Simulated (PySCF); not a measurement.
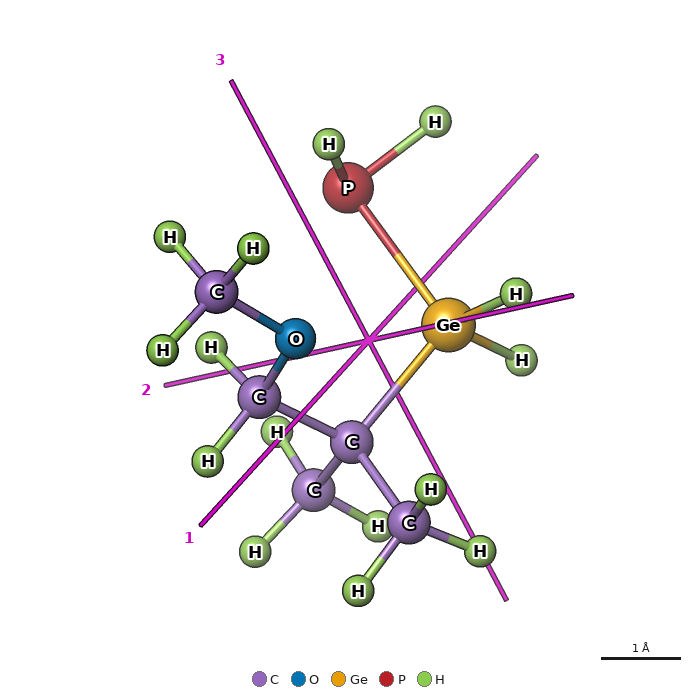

The three principal axes of inertia are drawn and numbered. Depth is shown by fading: the farther an atom, the more it takes the colour of the background. Computed geometry: PBE0-D3(BJ)/def2-SVP optimisation. No frequency run is at hand to confirm it as a minimum. Masses are those of the most abundant isotopes; constants are for the rigid equilibrium geometry.

Question: Which line is the a axis (least moment of inertia), which b and which c?

Answer: a is line 1, b is line 3, c is line 2; the moments are 406, 511, 696 u Å².

Question: What kind of rotor is it, and what are its rotational constants in cm⁻¹?

Answer: An asymmetric top (C1): A = 0.0416, B = 0.0330, C = 0.0242 cm⁻¹. Ray's parameter κ is 0.01, midway between the limits.
